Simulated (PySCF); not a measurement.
Consider C8H9P2 (SMILES C=Cc1pc(C=C)c(C)[p-]1) (charge −1).

```yaml
atoms:
  - { symbol: C, position_ang: [3.3061, -0.9697, 0.7915] }
  - { symbol: C, position_ang: [2.4848, -1.1090, -0.2690] }
  - { symbol: C, position_ang: [1.0363, -0.9904, -0.3208] }
  - { symbol: P, position_ang: [0.0220, -0.6200, 1.0555] }
  - { symbol: C, position_ang: [-1.4990, -0.6782, 0.1522] }
  - { symbol: C, position_ang: [-2.7894, -0.4356, 0.7843] }
  - { symbol: C, position_ang: [-3.0522, -0.0712, 2.0549] }
  - { symbol: C, position_ang: [-1.4010, -0.9763, -1.2255] }
  - { symbol: C, position_ang: [-2.5948, -1.0655, -2.1394] }
  - { symbol: P, position_ang: [0.2059, -1.2402, -1.8557] }
  - { symbol: H, position_ang: [2.9171, -0.7349, 1.7877] }
  - { symbol: H, position_ang: [4.3883, -1.0884, 0.6858] }
  - { symbol: H, position_ang: [2.9577, -1.3458, -1.2347] }
  - { symbol: H, position_ang: [-3.6595, -0.5703, 0.1269] }
  - { symbol: H, position_ang: [-2.2481, 0.0913, 2.7795] }
  - { symbol: H, position_ang: [-4.0809, 0.0701, 2.3993] }
  - { symbol: H, position_ang: [-2.2817, -1.3145, -3.1657] }
  - { symbol: H, position_ang: [-3.1586, -0.1162, -2.1916] }
  - { symbol: H, position_ang: [-3.3128, -1.8434, -1.8208] }
```

Geometry: PBE0-D3(BJ)/def2-SVP.

The calculation used CAM-B3LYP/def2-SVPD, SCF density, gas phase in PySCF 2.14.0.

### What can the converged electron density and electron localisation function tell about the bonding?

C–C (1.35 Å): ρ at the midpoint is about 2.2 e/Å³; the ELF peaks at about 0.95 between the atoms: a covalent bond.
C–P (1.75 Å): ρ at the midpoint is about 1.3 e/Å³; the ELF peaks at about 0.95 between the atoms (localised, covalent bonding).
C–H (1.09 Å): ρ at the midpoint is about 1.9 e/Å³; the ELF climbs to about 1 towards the hydrogen, as it does in any bond to H: an ordinary covalent bond to hydrogen.
C–C (1.41 Å): ρ at the midpoint is about 2 e/Å³; the ELF peaks at about 0.95 between the atoms; localised, covalent bonding.

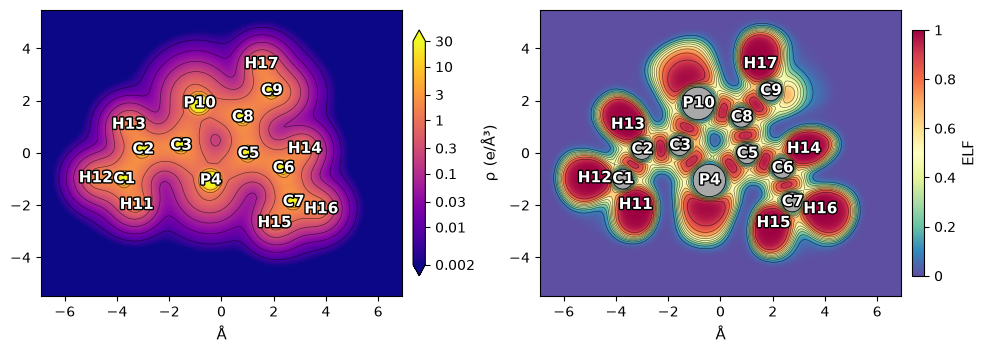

Computed electron density and electron localisation function on the plane of atoms C2, C1 and H12, in this order. Grey discs cover the atomic cores in the ELF map. 
